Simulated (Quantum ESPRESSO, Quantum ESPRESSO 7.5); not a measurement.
**In2Se2, 1 layer, rectangular cell: a series in strain along the second axis**

What law, if any, do the results for In2Se2, 1 layer, rectangular cell follow against strain along the second axis?

Program: Quantum ESPRESSO 7.5. Level of theory: plane-wave DFT, PBE, GBRV ultrasoft pseudopotentials. Results are calculated unless marked as measured.

## 1. Set-up

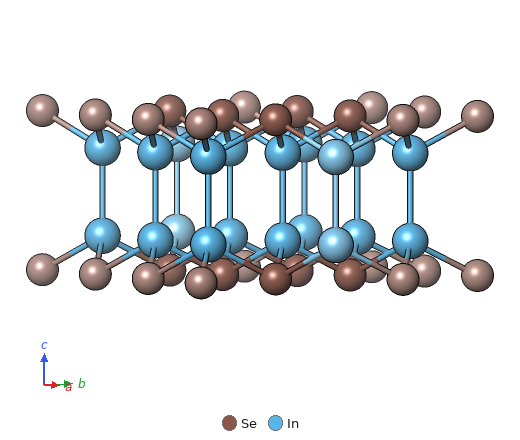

Start, viewed from the side, with the c axis up; selenium brown, indium blue. 2×1×1 cells are drawn. Some periodic images of atoms are drawn too.

The cell holds 8 atoms: 4 Se and 4 In. Its edges and angles: a = 4.134 Å, b = 7.160 Å, c = 20.143 Å, α = 90.0°, β = 90.0°, γ = 90.0°. It derives from In2Se2. Vacuum lies along c.

Set-up: Cell and atoms are first relaxed; each strained cell is then held, the other axis too, and the atoms relax in it. A periodic run with 15 Å of vacuum in the starting cell gives the vacuum levels, and bands follow along a path.

Members -2, -1, 0, 1 and 2 took the same steps and show in the table alone.

## 2. Relaxing cell and ions of the reference

What the set-up leaves free in this member is relaxed.

The input, ref.relax.in:

```
&control
  prefix = 'ref.relax'
  outdir = './out'
  pseudo_dir = './pseudo'
  nstep = 80
  forc_conv_thr = 0.0004
  calculation = 'vc-relax'
  etot_conv_thr = 1e-06
/
&system
  ibrav = 0
  nat = 8
  ntyp = 2
  ecutwfc = 50
  ecutrho = 250
  occupations = 'smearing'
  smearing = 'fd'
  degauss = 0.004
/
&electrons
  conv_thr = 1e-09
  mixing_beta = 0.4
  electron_maxstep = 120
  mixing_mode = 'plain'
/
&ions
/
&cell
  cell_dofree = '2Dxy'
  press_conv_thr = 0.3
/
ATOMIC_SPECIES
  Se  78.9710  se_pbe_v1.uspp.F.UPF
  In  114.8180  in_pbe_v1.4.uspp.F.UPF
CELL_PARAMETERS angstrom
  4.13400000000000 0.00000000000000 0.00000000000000
  0.00000000000000 7.16029803848974 0.00000000000000
  0.00000000000000 0.00000000000000 20.14290946413444
ATOMIC_POSITIONS crystal
  Se  0.000000000000 0.333333333400 0.372339458376
  Se  0.500000000000 0.833333333400 0.372339458376
  In  0.000000000000 0.000000000000 0.429503729214
  In  0.500000000000 0.500000000000 0.429503729214
  In  0.000000000000 0.000000000000 0.570496270786
  In  0.500000000000 0.500000000000 0.570496270786
  Se  0.000000000000 0.333333333400 0.627660541624
  Se  0.500000000000 0.833333333400 0.627660541624
K_POINTS automatic
  8 4 1 0 0 0
```

Launch:

```console
$ OMP_NUM_THREADS=1 mpirun -n 4 pw.x -nk 2 -in ref.relax.in > ref.relax.out
```

Log:

```text
Program PWSCF v.7.5 starts
[citation notice left out]

     Parallel version (MPI & OpenMP), running on       4 processor cores
     Number of MPI processes:                 4
     Threads/MPI process:                     1

     MPI processes distributed on     1 nodes
[...]
Current dimensions of program PWSCF are:
     Max number of different atomic species (ntypx) = 10
     Max number of k-points (npk) =  40000
     Max angular momentum in pseudopotentials (lmaxx) =  4
     Found identity + ( -0.5000 -0.5000  0.0000) symmetry
     This is a supercell, fractional translations are disabled
     Message from routine setup:
     using ibrav=0 with symmetry is DISCOURAGED, use correct ibrav instead

     K-points division:     npool     =       2
     R & G space division:  proc/nbgrp/npool/nimage =       2
     Subspace diagonalization in iterative solution of the eigenvalue problem:
     a serial algorithm will be used

     Parallelization info
     --------------------
     sticks:   dense  smooth     PW     G-vecs:    dense   smooth      PW
     Min        1051     843    239               134304    96125   14567
     Max        1052     844    240               134305    96128   14574
     Sum        2103    1687    479               268609   192253   29141

     Using Slab Decomposition

     bravais-lattice index     =            0
     lattice parameter (alat)  =       7.8121  a.u.
     unit-cell volume          =    4023.6516 (a.u.)^3
     number of atoms/cell      =            8
     number of atomic types    =            2
     number of electrons       =        76.00
     number of Kohn-Sham states=           46
     kinetic-energy cutoff     =      50.0000  Ry
     charge density cutoff     =     250.0000  Ry
     scf convergence threshold =      1.0E-09
     mixing beta               =       0.4000
     number of iterations used =            8  plain     mixing
     energy convergence thresh.=      1.0E-06
     force convergence thresh. =      4.0E-04
     press convergence thresh. =      3.0E-01
     Exchange-correlation=  SLA  PW   PBX  PBC
                           (   1   4   3   4   0   0   0)
     nstep                     =           80

     celldm(1)=   7.812128  celldm(2)=   0.000000  celldm(3)=   0.000000
     celldm(4)=   0.000000  celldm(5)=   0.000000  celldm(6)=   0.000000

     crystal axes: (cart. coord. in units of alat)
               a(1) = (   1.000000   0.000000   0.000000 )
               a(2) = (   0.000000   1.732051   0.000000 )
               a(3) = (   0.000000   0.000000   4.872499 )

     reciprocal axes: (cart. coord. in units 2 pi/alat)
               b(1) = (  1.000000  0.000000  0.000000 )
               b(2) = (  0.000000  0.577350  0.000000 )
               b(3) = (  0.000000  0.000000  0.205234 )

     PseudoPot. # 1 for Se read from file:
     ./pseudo/se_pbe_v1.uspp.F.UPF
     Pseudo is Ultrasoft + core correction, Zval =  6.0
     Generated by new atomic code, or converted to UPF format
     Using radial grid of  877 points,  6 beta functions with:
                l(1) =   0
                l(2) =   0
                l(3) =   1
                l(4) =   1
                l(5) =   2
                l(6) =   2
     Q(r) pseudized with  8 coefficients,  rinner =    1.300   1.300   1.300
                                                       1.300   1.300

     PseudoPot. # 2 for In read from file:
     ./pseudo/in_pbe_v1.4.uspp.F.UPF
     Pseudo is Ultrasoft + core correction, Zval = 13.0
     Generated by new atomic code, or converted to UPF format
     Using radial grid of  889 points,  6 beta functions with:
                l(1) =   0
                l(2) =   0
                l(3) =   1
                l(4) =   1
                l(5) =   2
                l(6) =   2
     Q(r) pseudized with  6 coefficients,  rinner =    1.400   1.400   1.400
                                                       1.400   1.400

     atomic species   valence    mass     pseudopotential
     Se                6.00    78.97100     Se( 1.00)
     In               13.00   114.81800     In( 1.00)

      4 Sym. Ops. (no inversion) found

   Cartesian axes

     site n.     atom                  positions (alat units)
         1        Se     tau(   1) = (   0.0000000   0.5773503   1.8142235  )
         2        Se     tau(   2) = (   0.5000000   1.4433757   1.8142235  )
         3        In     tau(   3) = (   0.0000000   0.0000000   2.0927563  )
         4        In     tau(   4) = (   0.5000000   0.8660254   2.0927563  )
         5        In     tau(   5) = (   0.0000000   0.0000000   2.7797423  )
         6        In     tau(   6) = (   0.5000000   0.8660254   2.7797423  )
         7        Se     tau(   7) = (   0.0000000   0.5773503   3.0582751  )
         8        Se     tau(   8) = (   0.5000000   1.4433757   3.0582751  )

     number of k points=    15  Fermi-Dirac smearing, width (Ry)=  0.0040
                       cart. coord. in units 2pi/alat
        k(    1) = (   0.0000000   0.0000000   0.0000000), wk =   0.0625000
        k(    2) = (   0.0000000   0.1443376   0.0000000), wk =   0.1250000
        k(    3) = (   0.0000000  -0.2886751   0.0000000), wk =   0.0625000
        k(    4) = (   0.1250000   0.0000000   0.0000000), wk =   0.1250000
        k(    5) = (   0.1250000   0.1443376   0.0000000), wk =   0.2500000
        k(    6) = (   0.1250000  -0.2886751   0.0000000), wk =   0.1250000
        k(    7) = (   0.2500000   0.0000000   0.0000000), wk =   0.1250000
        k(    8) = (   0.2500000   0.1443376   0.0000000), wk =   0.2500000
        k(    9) = (   0.2500000  -0.2886751   0.0000000), wk =   0.1250000
        k(   10) = (   0.3750000   0.0000000   0.0000000), wk =   0.1250000
[...]
k(   15) = (  -0.5000000  -0.2886751   0.0000000), wk =   0.0625000

     Dense  grid:   268609 G-vectors     FFT dimensions: (  40,  72, 192)

     Smooth grid:   192253 G-vectors     FFT dimensions: (  36,  64, 180)

     Estimated max dynamical RAM per process >     392.45 MB

     Estimated total dynamical RAM >       1.47 GB

     Initial potential from superposition of free atoms

     starting charge      69.9997, renormalised to      76.0000

     negative rho (up, down):  9.625E-04 0.000E+00
     Starting wfcs are   52 randomized atomic wfcs

     total cpu time spent up to now is        3.8 secs

     per-process dynamical memory:   185.3 Mb

     Self-consistent Calculation

     iteration #  1     ecut=    50.00 Ry     beta= 0.40
     Davidson diagonalization with overlap
[...]
Forces acting on atoms (cartesian axes, Ry/au):

     atom    1 type  1   force =    -0.00000000   -0.00000497   -0.01064102
     atom    2 type  1   force =     0.00000000   -0.00000497   -0.01064101
     atom    3 type  2   force =     0.00000000    0.00000502    0.00391123
     atom    4 type  2   force =     0.00000000    0.00000493    0.00391127
     atom    5 type  2   force =     0.00000000    0.00000502   -0.00391123
     atom    6 type  2   force =     0.00000000    0.00000493   -0.00391127
     atom    7 type  1   force =     0.00000000   -0.00000497    0.01064102
     atom    8 type  1   force =     0.00000000   -0.00000497    0.01064101

     Total force =     0.022674     Total SCF correction =     0.000078

     Computing stress (Cartesian axis) and pressure

     negative rho (up, down):  1.185E-03 0.000E+00
          total   stress  (Ry/bohr**3)                   (kbar)     P=        1.38
  -0.00000584   0.00000000   0.00000000           -0.86        0.00        0.00
   0.00000000  -0.00000593   0.00000000            0.00       -0.87        0.00
   0.00000000   0.00000000   0.00003995            0.00        0.00        5.88

     Energy error            =      2.0E-03 Ry
     Gradient error          =      1.1E-02 Ry/Bohr
     Cell gradient error     =      8.7E-01 kbar

     number of scf cycles    =   3
     number of bfgs steps    =   2

     enthalpy           old  =    -708.6292764944 Ry
     enthalpy           new  =    -708.6312947356 Ry

     CASE: enthalpy          _new < enthalpy          _old

     new trust radius        =       0.0330036524 bohr
     new conv_thr            =       0.0000000003 Ry

     new unit-cell volume =   4030.23658 a.u.^3 (   597.21945 Ang^3 )
     density =      2.15528 g/cm^3

CELL_PARAMETERS (angstrom)
   4.137408444   0.000000000   0.000000000
   0.000000000   7.166107894   0.000000000
   0.000000000   0.000000000  20.142909464

ATOMIC_POSITIONS (crystal)
Se              -0.0000000000        0.3333306780        0.3702661001
Se               0.5000000000        0.8333306855        0.3702661001
In               0.0000000000        0.0000026597        0.4311020009
In               0.5000000000        0.5000026436        0.4311019987
In               0.0000000000        0.0000026597        0.5688979991
In               0.5000000000        0.5000026436        0.5688980013
Se               0.0000000000        0.3333306780        0.6297338999
Se               0.5000000000        0.8333306855        0.6297338999

[...]
NEW-OLD atomic charge density approx. for the potential
     New effective cutoffs (rho, wfc):  249.75   49.99

     negative rho (up, down):  1.186E-03 0.000E+00

     total cpu time spent up to now is      311.0 secs

     per-process dynamical memory:   218.7 Mb

[...]
!    total energy              =    -708.63227253 Ry
[...]
Total force =     0.014551     Total SCF correction =     0.000048
[...]
number of bfgs steps    =   3
[...]
new trust radius        =       0.0143710442 bohr
[...]
!    total energy              =    -708.63260958 Ry
[...]
Total force =     0.014876     Total SCF correction =     0.000052
[...]
number of bfgs steps    =   4
[...]
WARNING: bfgs curvature condition failed, Theta= 0.980
     new trust radius        =       0.0158081486 bohr
[...]
!    total energy              =    -708.63303488 Ry
[...]
Total force =     0.014263     Total SCF correction =     0.000044
[...]
number of bfgs steps    =   5
[...]
new trust radius        =       0.0237122230 bohr
[...]
!    total energy              =    -708.63509105 Ry
[...]
Total force =     0.003481     Total SCF correction =     0.000006
[...]
number of bfgs steps    =  10
[...]
new trust radius        =       0.0172318869 bohr
[...]
Self-consistent Calculation

     iteration #  1     ecut=    50.00 Ry     beta= 0.40
     Davidson diagonalization with overlap
     ethr =  1.00E-06,  avg # of iterations =  3.0

     Threshold (ethr) on eigenvalues was too large:
     Diagonalizing with lowered threshold

     Davidson diagonalization with overlap
     ethr =  1.82E-08,  avg # of iterations =  3.4

     negative rho (up, down):  8.957E-04 0.000E+00

     total cpu time spent up to now is     1057.9 secs

     total energy              =    -708.63514351 Ry
     estimated scf accuracy    <       0.00001806 Ry

[...]
iteration #  8     ecut=    50.00 Ry     beta= 0.40
[...]
negative rho (up, down):  8.846E-04 0.000E+00

[...]
End of self-consistent calculation

          k = 0.0000 0.0000 0.0000 ( 24059 PWs)   bands (ev):

   -15.4335 -15.3408 -15.3325 -15.2769 -15.1660 -15.1660 -15.1626 -15.1062
   -15.0935 -15.0935 -15.0837 -15.0837 -15.0301 -15.0267 -14.9819 -14.9314
   -14.9251 -14.9251 -14.8947 -14.7756 -13.7716 -13.6526 -12.7515 -12.6871
    -6.8116  -6.5388  -6.0539  -4.3071  -3.7341  -2.8834  -2.8281  -2.7136
    -2.1992  -1.8917  -1.8914  -1.8195  -1.8192  -1.3586   0.0840   0.8612
     0.9795   1.3057   2.8620   3.1632   3.5797   3.5803

          k = 0.0000 0.1461 0.0000 ( 24016 PWs)   bands (ev):

   -15.4088 -15.3327 -15.3134 -15.2778 -15.2073 -15.1638 -15.1619 -15.1426
   -15.1030 -15.0871 -15.0841 -15.0772 -15.0392 -15.0364 -14.9783 -14.9509
   -14.9308 -14.9262 -14.8558 -14.7860 -13.6322 -13.5204 -12.9199 -12.8449
    -6.6229  -6.4770  -5.7103  -4.3916  -3.8773  -2.9314  -2.7609  -2.6365
    -2.6017  -2.4925  -2.0666  -1.9746  -1.8274  -1.2896   0.7400   1.0398
     1.0608   1.9591   2.9257   3.0380   3.3195   3.7246

          k = 0.0000-0.2921 0.0000 ( 23994 PWs)   bands (ev):

   -15.3542 -15.3542 -15.2674 -15.2674 -15.2380 -15.2380 -15.1615 -15.1615
   -15.0952 -15.0952 -15.0616 -15.0616 -15.0583 -15.0583 -14.9683 -14.9683
   -14.9287 -14.9287 -14.8143 -14.8143 -13.2902 -13.2902 -13.1952 -13.1952
    -6.4176  -6.4176  -4.9248  -4.9248  -3.6063  -3.6063  -3.0085  -3.0085
    -2.4389  -2.4389  -2.3090  -2.3090  -1.3834  -1.3834   1.2360   1.2360
     1.5349   1.5349   3.3564   3.3564   3.4500   3.4500

          k = 0.1265 0.0000 0.0000 ( 24023 PWs)   bands (ev):

   -15.4323 -15.3424 -15.3324 -15.2770 -15.1981 -15.1690 -15.1644 -15.1313
   -15.0999 -15.0865 -15.0861 -15.0790 -15.0351 -15.0333 -14.9755 -14.9475
   -14.9356 -14.9260 -14.8621 -14.7749 -13.6656 -13.5522 -12.7122 -12.6505
    -6.7682  -6.4906  -6.0031  -4.3642  -3.8107  -3.2653  -3.1298  -2.6711
    -2.4820  -2.3662  -2.2014  -2.0386  -1.9484  -1.2940   0.6285   1.2048
     1.2829   1.8733   2.9969   3.2019   3.2397   3.6902

          k = 0.1265 0.1461 0.0000 ( 24013 PWs)   bands (ev):

   -15.4107 -15.3348 -15.3182 -15.2782 -15.2303 -15.1721 -15.1673 -15.1631
   -15.0980 -15.0889 -15.0782 -15.0728 -15.0423 -15.0408 -14.9738 -14.9574
   -14.9343 -14.9272 -14.8412 -14.7838 -13.5367 -13.4297 -12.8694 -12.7976
    -6.6087  -6.4434  -5.7055  -4.4934  -3.8006  -3.1762  -3.1140  -2.9655
    -2.7670  -2.7296  -2.2219  -2.1094  -1.8197  -1.2877   1.0138   1.3566
     1.4224   2.2024   2.7167   3.2088   3.3993   3.6503

          k = 0.1265-0.2921 0.0000 ( 24016 PWs)   bands (ev):

   -15.3611 -15.3611 -15.2724 -15.2724 -15.2525 -15.2525 -15.1641 -15.1641
   -15.0934 -15.0934 -15.0602 -15.0602 -15.0578 -15.0578 -14.9681 -14.9681
   -14.9308 -14.9308 -14.8082 -14.8082 -13.2169 -13.2169 -13.1257 -13.1257
    -6.4174  -6.4174  -5.0260  -5.0260  -3.6015  -3.6015  -2.9659  -2.9659
    -2.7915  -2.7915  -2.6038  -2.6038  -1.4028  -1.4028   1.4671   1.4671
     1.9223   1.9223   3.0241   3.0241   3.7118   3.7118

[...]
-14.9321 -14.9321 -14.7811 -14.7811 -12.837
[key lines of the parts left out:]
total energy              =    -708.63514936 Ry
the Fermi energy is    -0.5560 ev
convergence has been achieved in   8 iterations
```

The job ended after 27 min (4 MPI ranks of Arm Neoverse V2, shared host; peak memory 1.7 GiB; 1.8 h of CPU time).

The steps of the relaxation:

```
step  energy less that of the first step (eV)  largest force (eV/Å)  volume (Å³)
   1                                   0.0000                0.5765       596.24
   2                                  -0.0443                0.4109       596.95
   3                                  -0.0718                0.2736       597.35
   4                                  -0.0851                0.1407       597.22
   5                                  -0.0897                0.1697       596.58
   6                                  -0.0954                0.1729       595.62
   7                                  -0.1041                0.1526       593.91
   8                                  -0.1145                0.1018       590.98
   9                                  -0.1221                0.0378       586.01
  10                                  -0.1228                0.0298       585.04
  11                                  -0.1234                0.0422       583.97
  12                                  -0.1242                0.0567       582.37
  13                                  -0.1247                0.0430       581.35
  14                                  -0.1249                0.0133       580.86
  15                                  -0.1250                0.0018       580.93
  16                                  -0.1250                0.0001       580.99
  17                                  -0.1238                0.0001       580.99
```

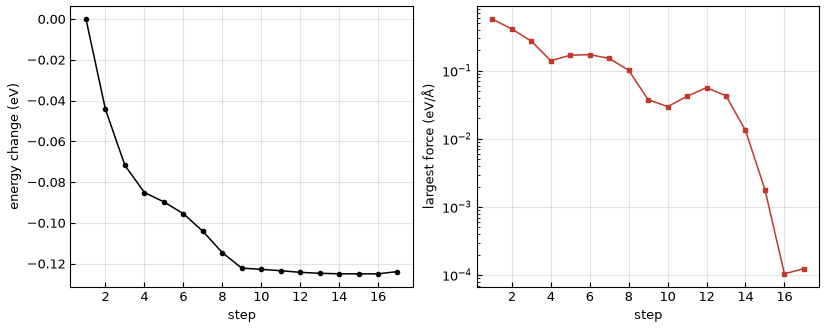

Energy and largest force along the relaxation.

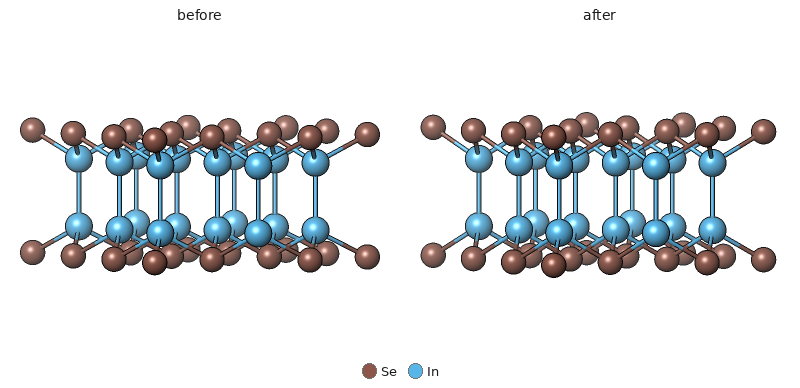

The structure before and after the relaxation, drawn at the same scale.

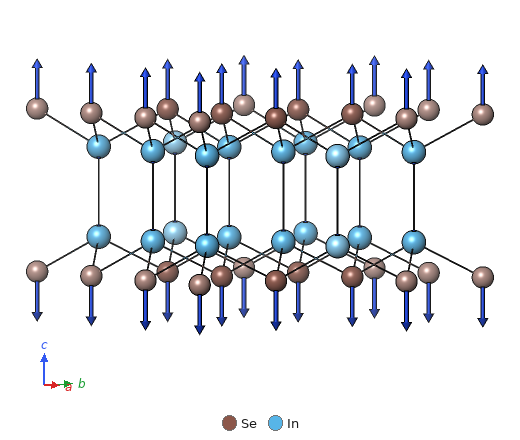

Displacements in the relaxation, exaggerated, measured against the changing cell; the longest in the cell stands for 0.12 Å. 2×1×1 cells are drawn. Some periodic images of atoms are drawn too.

```
cell as run  before  after  change
      a (Å)   4.134  4.081  -1.3 %
      b (Å)   7.160  7.068  -1.3 %
```

The atoms that moved most (Å, along periodic axes as changes of fractional coordinates times the final cell, across vacuum about the mean position):

```
atom     dx     dy      dz  length
 Se2  0.000  0.000  -0.116   0.116
 Se8  0.000  0.000   0.116   0.116
 Se7  0.000  0.000   0.116   0.116
 Se1  0.000  0.000  -0.116   0.116
 In4  0.000  0.000   0.008   0.008
 In6  0.000  0.000  -0.008   0.008
 In5  0.000  0.000  -0.008   0.008
 In3  0.000  0.000   0.008   0.008
```

 The last row is no step: it is a fresh SCF in the final cell with a new plane-wave basis, +1 meV from the row before.

Read from the output:

- free energy: -9641.4720 eV
- Fermi energy: -0.524 eV

[end of part 1 of 8]

[Logs are printed without paths, hosts, clocks, repeated set-up lines and the standing remarks that a program may print on its own settings, such as how far it seeks lower states.]

[Hosts, paths, dates, database ids (printed as entryN), source tags and the programs' standing remarks are cut or masked in the printed files.]

[Maps of the electrostatic potential energy from Ansatz leave out the sawtooth potential of an applied field or a dipole correction, so their vacuum need not be flat; planar profiles and work functions include it.]
